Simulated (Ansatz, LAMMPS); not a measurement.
# Amorphous 64SiO2-25Y2O3-11Al2O3 (mol %) (164 atoms) under strain: runs compared

Aim: relax amorphous 64SiO2-25Y2O3-11Al2O3 (mol %) (164 atoms), then change its volume to read the bulk modulus from the stress.

Computed with Ansatz 0.2.0: Kohn-Sham DFT, r2SCAN, PAW (set soft_1), plane waves.

### 1. The cell as built

The cell holds 164 atoms: 28 Si, 22 Y, 10 Al and 104 O. Its edges and angles: a = 13.097 Å, b = 13.097 Å, c = 13.097 Å, α = 90.0°, β = 90.0°, γ = 90.0°. 164 atoms (28 Si, 22 Er, 10 Al, 104 O) placed at random at 4.5 g/cm³, melted at 5000 K for 10 ps at fixed volume with the Morse and Coulomb pair potential with partial charges (Pedone, Malavasi, Menziani, Cormack and Segre, J. Phys. Chem. B 110, 11780 (2006)). Quenched from 5000 K to 300 K at 100 K/ps and fixed volume, held 10 ps at zero pressure, then minimised at fixed cell. Then Er was replaced by Y and the cell scaled by 1.01 (the potential has no terms for the new elements, so the cell is a start for a DFT relaxation).

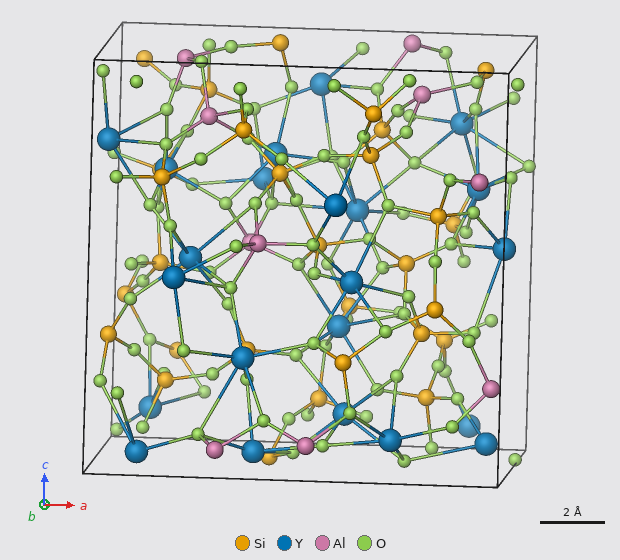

The cell as built. Bonds to atoms that aren't drawn are left out. Some periodic images of atoms are drawn too.

Limits known from the start: The quench rate of 100 K/ps is orders of magnitude faster than experiment, which tends to freeze in extra defects. The starting topology of bonds comes from the classical model, and needn't be the one that DFT or experiment would give. Sampling is at Γ alone.

### 2. The reference run

The reference is a single point at the end of the relaxation.

Every strained cell starts from the geometry of this run, and its atoms are relaxed with the cell held.

Its input, with most atom lines left out:

```yaml
crystal:
  lattice:
    - [12.75301, -0.15165, -0.09853]
    - [-0.15165, 13.00114, -0.18018]
    - [-0.09853, -0.18018, 13.12112]
  atoms:
    - { symbol: Si, position: [0.80757, 0.89309, 0.55182] }
    - { symbol: Si, position: [0.66743, 0.06144, 0.89249] }
    - { symbol: Si, position: [0.51039, 0.76639, 0.10943] }
    - { symbol: Si, position: [0.72618, 0.5272, 0.48669] }
    - { symbol: Si, position: [0.05347, 0.96374, 0.91739] }
    - { symbol: Si, position: [0.43301, 0.56573, 0.00275] }
    - { symbol: Si, position: [0.43624, 0.32517, 0.70034] }
    [... atom lines 8 to 164 left out ...]
kpoints:
  mp_grid: { grid: [1, 1, 1] }
hamiltonian:
  xc: r2scan
  pseudopotentials: { kind: paw, azcp: { folder: soft_1 } }
scf:
  occupations: { method: fixed }
output:
  forces: true
  stress: true
  populations: true
  dos:
    method: { smearing: { sigma: 0.08 } }
    de: 0.1
    projected: { site_lists: { Al: [Al], O: [O], Si: [Si], "Y": ["Y"] } }
  eigenvalues: true
  write_density: true
  write_potential: true
  volumetric_format: npy
```

```
free energy per atom   : -1022.0135 eV/atom
r.m.s. force component : 0.00633 eV/Å
pressure               : 0.02025 GPa
```

Filled and empty levels are parted by 4.43 eV (at Γ alone); a semilocal functional tends to put such gaps too low. In a disordered cell it changes from sample to sample, and tail or defect levels can set it.

### 3. The runs

Each row is one run, on 4 threads of Arm Neoverse V1, shared host. The free energy is the program's total, comparable only between runs with the same functional, potentials and atoms.

| run | atoms | outcome | ionic steps, all passes | free energy (eV) | time | host memory (GiB) |
| --- | --- | --- | --- | --- | --- | --- |
| Single point at the start | 164 | converged | - | -167603.438 | 2.4 min | 6.5 |
| Cell and atoms relaxed | 164 | converged | 34 | -167610.210 | 59 min | 6.5 |
| Single point at the relaxed geometry | 164 | converged | - | -167610.210 | 3.7 min | 6.8 |
| Volume -3 % | 164 | converged | 7 | -167609.717 | 16 min | 6.8 |
| Volume +3 % | 164 | converged | 8 | -167609.752 | 18 min | 7.1 |
| Volume -6 % | 164 | cut at the time limit | 11 | -167608.803 | 21 min | 6.7 |
| Volume +6 % | 164 | cut at the time limit | 7 | -167608.441 | 17 min | 7.3 |

In some runs the program notes that the exchange-correlation potential is rough where the density is thin and the SCF threshold is loose for the stress.

### 4. Pressure against volume

Atoms are relaxed at each volume, in the scaled cell.

| volume change (%) | volume (Å³/atom) | energy change (meV/atom) | pressure (GPa) | largest move on relaxing (Å) | bonds | gap (eV) |
| --- | --- | --- | --- | --- | --- | --- |
| -3 | 12.862 | 3.01 | 2.42 | 0.22 | 296 | 4.53 |
| +0 | 13.260 | 0.00 | 0.02 | - | 294 | 4.43 |
| +3 | 13.658 | 2.79 | -2.20 | 0.14 | 293 | 4.35 |

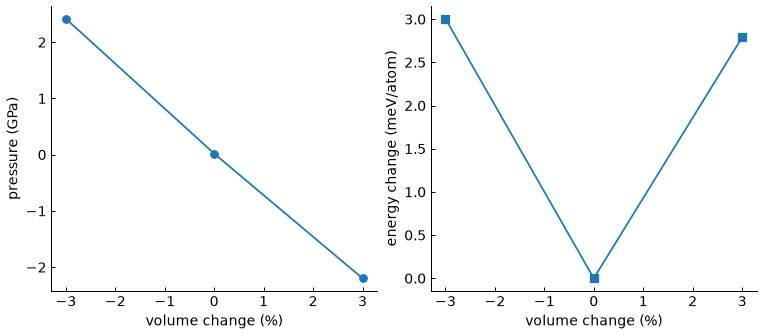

Pressure and energy against volume.

### 5. Outcome

The bulk modulus, from the slope of pressure against ln V over the three points nearest the relaxed volume, is 76.9 GPa. The count of bonds runs from 293 to 296 over the series, so at some points contacts cross the cutoffs. The gap goes from 4.53 eV at the smallest volume to 4.35 eV at the largest, -3.0 eV per unit of ln V by a straight line, on the run's k-points.

Caveats: Strains are finite and relaxations stop at the force tolerance of the input, which can leave moduli too stiff; they are those of a static cell at zero temperature. Volumes are changed with the cell's shape held, so in an anisotropic solid the modulus lies over the one under free hydrostatic load. The program notes that the SCF threshold of the relaxations is loose for the stress.

The DFT runs together took 2.3 h of wall time.

[Logs are printed without paths, hosts, clocks, repeated set-up lines and the standing remarks that a program may print on its own settings, such as how far it seeks lower states.]

[Hosts, paths, dates, database ids (printed as entryN), source tags and the programs' standing remarks are cut or masked in the printed files.]
